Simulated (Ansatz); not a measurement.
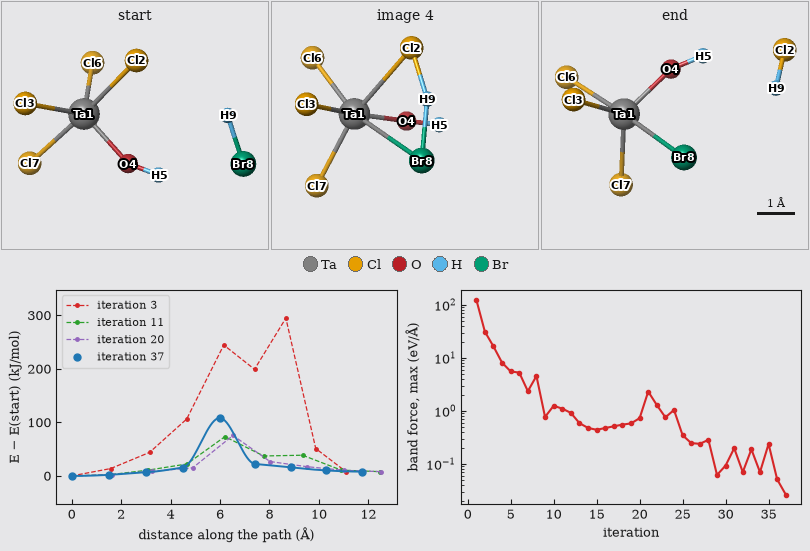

NEB run on TaH2OBrCl4, made up at the start of TaHOCl₄ and HBr. Images are numbered from 0 (start) to 8 (end). The plot follows the band through its iterations. The picture is a ball-and-stick view, seen at a tilt.

The calculation used Ansatz, RHF/def2-SVP. Settings: 7 movable images; climbing image; force threshold 0.05 eV/Å; iteration limit 60; starting path through a guess of the saddle point.

How did the profile develop, and is the result final?

Answer. The result is final at these settings. The band converged in 37 iterations. The largest component of the band force went from 130 to 0.027 eV/Å. The climbing image converged on the top of the path. Its vibrational analysis gives one imaginary mode (1186i cm⁻¹), as a transition state must have. The first iteration put the highest image at 2229.1 kJ/mol. The highest point, image 4, lies 108.3 kJ/mol above the start and 100.3 kJ/mol above the end; the end is at +8.0 kJ/mol relative to the start.

Limits of the set-up: the start holds two separate molecules, 2.7 Å apart at their closest, whose relative position is a soft coordinate and is computed without a dispersion correction; Hartree-Fock leaves out electron correlation.

The run took 9.2 min on 4 threads of Intel(R) Xeon(R) 6975P-C (Granite Rapids) (shared host), peak memory 0.63 GiB.
